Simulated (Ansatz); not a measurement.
## Run report: ZrNH₅O₂F₂, geometry relaxation (part 2 of 2)

Continued. System: ZrNH₅O₂F₂. Method: RKS PBE-D4/def2-SVP (Ansatz 0.2.0). It belongs to a series of runs on one base structure; here: end point B relaxed.

Geometry of the input (Å):
```
Zr 0.1719  -0.4956  -0.5897
N  0.3696  0.2142  2.7237
H  -0.3712  0.4087  3.4091
H  1.2544  0.5031  3.1595
F  1.8111  0.5134  -0.6047
O  -1.4027  0.6107  -0.4950
H  -2.0442  1.1961  -0.0698
F  0.0813  -1.3697  -2.2951
O  0.2357  -2.0159  0.7596
H  0.1923  -2.9770  0.6187
H  0.4122  -0.8236  2.6135
```

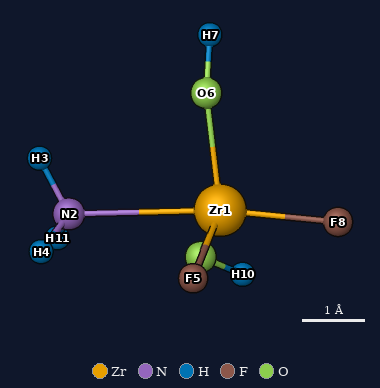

*The geometry at step 10 of the log (ball-and-stick view, seen at a tilt; atoms are numbered from 1 in the order of the input).*

Trajectory as extended XYZ, continued:
```
11
Properties=species:S:1:pos:R:3:forces:R:3 step=3 energy=-12369.27902
Zr    0.1965   -0.4495   -0.2748   -0.0328   0.5506   0.0189
N     0.3670    0.1321    2.3992   -0.0263  -0.3614   0.0900
H    -0.3950    0.4550    3.0228    0.0857  -0.0569  -0.3300
H     1.2251    0.5102    2.8322   -0.0237   0.0123  -0.2440
F     1.8480    0.5439   -0.3649    0.1744   0.0549   0.0517
O    -1.4043    0.6340   -0.3278   -0.2200   0.1759   0.2052
H    -2.0895    1.2248    0.0175    0.0422  -0.0827  -0.0871
F     0.1255   -1.2973   -2.0057    0.0547  -0.0196   0.0239
O     0.2333   -2.0731    0.8276   -0.0216  -0.8222   0.2268
H     0.1854   -3.0141    0.5746    0.0076   0.1875   0.0437
H     0.4184   -0.9017    2.5293   -0.0402   0.3617   0.0009
11
Properties=species:S:1:pos:R:3:forces:R:3 step=4 energy=-12369.38736
Zr    0.2091   -0.4039   -0.1326   -0.1319  -0.1701  -0.5468
N     0.3661    0.0700    2.2640    0.0689  -0.1620   1.1106
H    -0.4038    0.4838    2.8301    0.1852  -0.1897  -0.4079
H     1.2163    0.5307    2.6428   -0.1367  -0.1252  -0.2990
F     1.8848    0.5618   -0.2633    0.0515   0.0536   0.1237
O    -1.4175    0.6561   -0.2481   -0.0855   0.1908   0.3436
H    -2.1337    1.2389    0.0469    0.0762  -0.1257  -0.1408
F     0.1635   -1.2468   -1.8759    0.0587   0.0112   0.0195
O     0.2224   -2.1327    0.8584   -0.0244  -0.4573   0.0662
H     0.1742   -3.0560    0.5430    0.0058   0.3109  -0.0131
H     0.4289   -0.9375    2.5645   -0.0679   0.6635  -0.2560
11
Properties=species:S:1:pos:R:3:forces:R:3 step=5 energy=-12369.43249
Zr    0.2186   -0.4580   -0.1766   -0.0603   0.1612   0.2078
N     0.3554    0.1031    2.2366   -0.2102  -0.1502   0.6205
H    -0.4453    0.5779    2.7019    0.3096  -0.2489  -0.2948
H     1.1996    0.5735    2.6022   -0.0495  -0.0926  -0.1801
F     1.8944    0.5291   -0.1877   -0.0683  -0.0769  -0.0340
O    -1.3917    0.6445   -0.1311    0.0312  -0.0312   0.0372
H    -2.0955    1.2098    0.2211    0.0863  -0.1180  -0.1294
F     0.2078   -1.2595   -1.9366   -0.0121   0.0294  -0.0796
O     0.2209   -2.1851    0.8227   -0.0265  -0.0268   0.0015
H     0.1738   -3.0946    0.4789    0.0031   0.1094  -0.0320
H     0.3724   -0.8763    2.5984   -0.0032   0.4446  -0.1172
11
Properties=species:S:1:pos:R:3:forces:R:3 step=6 energy=-12369.43716
Zr    0.1771   -0.4650   -0.1332    0.0757  -0.1371   0.0329
N     0.4075    0.0748    2.3103   -0.1126   0.2614  -0.1121
H    -0.3631    0.6348    2.7073    0.1200  -0.0965  -0.0169
H     1.2839    0.5683    2.5441   -0.1148  -0.1398  -0.0417
F     1.8660    0.5009   -0.1453    0.0053  -0.0103   0.0567
O    -1.4273    0.6237   -0.1564   -0.1120   0.1560   0.2112
H    -2.1933    1.1722    0.0643    0.0594  -0.1014  -0.1062
F     0.2514   -1.1543   -1.9409    0.0058  -0.0200   0.0226
O     0.0768   -2.2256    0.7928    0.2850  -1.0445  -0.4843
H     0.2256   -3.1303    0.3956   -0.2542   1.1289   0.4452
H     0.4058   -0.8351    2.7912    0.0425   0.0033  -0.0076
11
Properties=species:S:1:pos:R:3:forces:R:3 step=7 energy=-12369.46667
Zr    0.2037   -0.4656   -0.1245   -0.1137  -0.0317  -0.0582
N     0.3711    0.0892    2.2738   -0.0434   0.1199   0.0706
H    -0.3644    0.6660    2.7073    0.0543  -0.0641  -0.0739
H     1.2682    0.5519    2.4757    0.0099  -0.0483   0.0240
F     1.8903    0.5032   -0.1063    0.0337   0.0143   0.0391
O    -1.4126    0.6134   -0.1203    0.0203   0.0428   0.0816
H    -2.1843    1.1384    0.1277   -0.0134  -0.0447  -0.0795
F     0.2620   -1.1737   -1.9266    0.0006  -0.0111  -0.0179
O     0.1435   -2.2249    0.8026    0.0559  -0.5756  -0.2639
H     0.1648   -3.1106    0.3691   -0.0409   0.6031   0.2689
H     0.3680   -0.8228    2.7515    0.0368  -0.0045   0.0093
11
Properties=species:S:1:pos:R:3:forces:R:3 step=8 energy=-12369.47278
Zr    0.2025   -0.4591   -0.1282    0.0488   0.0137   0.0001
N     0.3953    0.0894    2.2714   -0.0522   0.0020   0.0643
H    -0.3479    0.6694    2.6808   -0.0048   0.0021   0.0166
H     1.2904    0.5377    2.5083    0.0155  -0.0052  -0.0377
F     1.8878    0.5134   -0.0758   -0.0002   0.0083  -0.0546
O    -1.4222    0.6091   -0.1322    0.0441   0.0224   0.1145
H    -2.2126    1.1070    0.1111   -0.0293  -0.0286  -0.0771
F     0.2624   -1.1775   -1.9267    0.0068  -0.0017  -0.0125
O     0.1681   -2.2132    0.8074   -0.0445  -0.3445  -0.1561
H     0.1167   -3.0874    0.3673    0.0107   0.3239   0.1512
H     0.3701   -0.8242    2.7467    0.0049   0.0075  -0.0087
11
Properties=species:S:1:pos:R:3:forces:R:3 step=9 energy=-12369.47950
Zr    0.2035   -0.4582   -0.1164    0.0221  -0.0108  -0.0335
N     0.4050    0.0910    2.2909    0.0455   0.0239  -0.0194
H    -0.3209    0.6880    2.7068    0.0140   0.0004   0.0122
H     1.3154    0.5371    2.4804   -0.0944  -0.0558  -0.0068
F     1.8917    0.5125   -0.0586   -0.0048   0.0113  -0.0207
O    -1.4230    0.6034   -0.1323   -0.1760   0.1551   0.1619
H    -2.2566    1.0599    0.0623    0.1928  -0.1454  -0.1194
F     0.2877   -1.1527   -1.9255   -0.0014   0.0023   0.0426
O     0.1427   -2.2219    0.7988   -0.0249  -0.2193  -0.1315
H     0.0790   -3.0822    0.3382    0.0111   0.2140   0.1234
H     0.3859   -0.8126    2.7852    0.0160   0.0242  -0.0088
11
Properties=species:S:1:pos:R:3:forces:R:3 step=10 energy=-12369.49735
Zr    0.2217   -0.4376   -0.1052    0.0294  -0.0531   0.2026
N     0.4264    0.0890    2.3109   -0.0174   0.0204  -0.0018
H    -0.3162    0.6798    2.7083   -0.0013  -0.0241  -0.0374
H     1.3208    0.5332    2.5566    0.0363  -0.0113  -0.0179
F     1.9245    0.5012   -0.1079    0.0348   0.0375  -0.0066
O    -1.3673    0.6777   -0.0489   -0.1774   0.0864   0.0119
H    -2.2955    0.9468   -0.0980    0.0924  -0.0343  -0.0221
F     0.1883   -1.1196   -1.9141    0.0121  -0.0433  -0.0959
O     0.1512   -2.2134    0.7891    0.0053   0.0924  -0.0012
H     0.0675   -3.0730    0.3455   -0.0206  -0.0641  -0.0327
H     0.3890   -0.8196    2.7936    0.0065  -0.0063   0.0012
11
Properties=species:S:1:pos:R:3:forces:R:3 step=11 energy=-12369.50260
Zr    0.2158   -0.4276   -0.0826    0.0148  -0.0093  -0.0260
N     0.4459    0.0828    2.3177    0.0109  -0.0095   0.0258
H    -0.2929    0.6759    2.7172    0.0002   0.0055  -0.0129
H     1.3466    0.5242    2.5469    0.0037   0.0079  -0.0113
F     1.9104    0.5312   -0.0968    0.0035   0.0112   0.0164
O    -1.3852    0.6812   -0.0325    0.0181  -0.0078   0.0157
H    -2.3123    0.9110   -0.1756   -0.0231  -0.0009  -0.0168
F     0.2095   -1.1126   -1.8962   -0.0125   0.0099   0.0046
O     0.1369   -2.2119    0.7871   -0.0074  -0.0100   0.0125
H     0.0228   -3.0669    0.3385   -0.0043   0.0063  -0.0013
H     0.4127   -0.8229    2.8063   -0.0038  -0.0033  -0.0067
11
Properties=species:S:1:pos:R:3:forces:R:3 step=12 energy=-12369.50345
Zr    0.2169   -0.4245   -0.0752   -0.0141  -0.0015  -0.0469
N     0.4565    0.0791    2.3215    0.0082  -0.0056   0.0238
H    -0.2781    0.6804    2.7165    0.0030   0.0064   0.0011
H     1.3614    0.5182    2.5392   -0.0101   0.0032  -0.0035
F     1.9059    0.5463   -0.0791    0.0062   0.0011   0.0023
O    -1.3911    0.6768   -0.0251   -0.1270   0.0272  -0.0115
H    -2.3188    0.8846   -0.2148    0.1415  -0.0391   0.0216
F     0.2087   -1.0992   -1.8934   -0.0016   0.0116   0.0183
O     0.1295   -2.2117    0.7873   -0.0015  -0.0369  -0.0050
H    -0.0007   -3.0632    0.3354   -0.0004   0.0253   0.0103
H     0.4202   -0.8225    2.8176   -0.0043   0.0084  -0.0104
11
Properties=species:S:1:pos:R:3:forces:R:3 step=13 energy=-12369.50430
Zr    0.2229   -0.4249   -0.0718   -0.0209   0.0113  -0.0232
N     0.4582    0.0825    2.3252    0.0003   0.0062   0.0027
H    -0.2706    0.6993    2.7071    0.0039   0.0004  -0.0022
H     1.3675    0.5086    2.5486    0.0008   0.0030   0.0023
F     1.9125    0.5459   -0.0816   -0.0052  -0.0049   0.0049
O    -1.3910    0.6708   -0.0035    0.0150  -0.0065   0.0124
H    -2.3109    0.8591   -0.2345    0.0059  -0.0067  -0.0033
F     0.1883   -1.0807   -1.8954    0.0029   0.0021  -0.0013
O     0.1435   -2.2173    0.7797   -0.0008   0.0116   0.0074
H    -0.0116   -3.0645    0.3294    0.0001  -0.0112  -0.0037
H     0.4018   -0.8143    2.8269   -0.0021  -0.0051   0.0040
11
Properties=species:S:1:pos:R:3:forces:R:3 step=14 energy=-12369.50444
Zr    0.2223   -0.4255   -0.0736    0.0561  -0.0187   0.0375
N     0.4633    0.0841    2.3254   -0.0268   0.0098   0.0086
H    -0.2598    0.7203    2.6871    0.0162  -0.0123   0.0021
H     1.3770    0.4957    2.5585   -0.0036  -0.0038  -0.0090
F     1.9141    0.5418   -0.0760   -0.0113   0.0009  -0.0136
O    -1.3941    0.6658    0.0200   -0.0278   0.0128  -0.0068
H    -2.3083    0.8368   -0.2464    0.0130  -0.0033   0.0046
F     0.1796   -1.0621   -1.9036   -0.0062   0.0019  -0.0025
O     0.1487   -2.2198    0.7733   -0.0105   0.0094  -0.0150
H    -0.0137   -3.0678    0.3269    0.0016  -0.0066   0.0010
H     0.3812   -0.8048    2.8383   -0.0008   0.0100  -0.0069
11
Properties=species:S:1:pos:R:3:forces:R:3 step=15 energy=-12369.50452
Zr    0.2269   -0.4268   -0.0714   -0.0046  -0.0103   0.0233
N     0.4587    0.0871    2.3272   -0.0040   0.0035   0.0148
H    -0.2526    0.7352    2.6921    0.0221  -0.0209  -0.0197
H     1.3801    0.4862    2.5524   -0.0094  -0.0067   0.0077
F     1.9164    0.5441   -0.0796    0.0023  -0.0010   0.0042
O    -1.3916    0.6621    0.0318   -0.0868   0.0260  -0.0359
H    -2.3035    0.8234   -0.2531    0.0732  -0.0151   0.0228
F     0.1740   -1.0521   -1.9052   -0.0038   0.0003   0.0015
O     0.1481   -2.2234    0.7689    0.0002  -0.0161  -0.0258
H    -0.0132   -3.0725    0.3229    0.0068   0.0206   0.0168
H     0.3672   -0.7989    2.8438    0.0041   0.0196  -0.0097
11
Properties=species:S:1:pos:R:3:forces:R:3 step=16 energy=-12369.50484
Zr    0.2254   -0.4258   -0.0696   -0.0028   0.0001   0.0017
N     0.4609    0.0871    2.3284   -0.0001  -0.0022  -0.0016
H    -0.2471    0.7429    2.6833   -0.0021   0.0038   0.0012
H     1.3835    0.4780    2.5614    0.0018   0.0008  -0.0016
F     1.9168    0.5412   -0.0798    0.0038   0.0024  -0.0009
O    -1.3927    0.6668    0.0335   -0.0023   0.0029   0.0014
H    -2.3028    0.8168   -0.2586    0.0020  -0.0017   0.0011
F     0.1627   -1.0446   -1.9050    0.0012   0.0009  -0.0048
O     0.1515   -2.2246    0.7620    0.0008  -0.0065   0.0036
H    -0.0046   -3.0788    0.3257   -0.0003   0.0014   0.0010
H     0.3568   -0.7948    2.8486   -0.0020  -0.0020  -0.0011
```

Key numbers:

- outcome: converged
- total energy: −12369.5049 eV
- mean-field energy: −12369.2872 eV
- largest force (length of the vector) at the end: 0.007 eV/Å
- hardware: 4 threads of Arm Neoverse V1, 24 GiB of memory available, shared host
- wall time: 28 s (CPU time 1.7 min)
- peak memory: 0.19 GiB
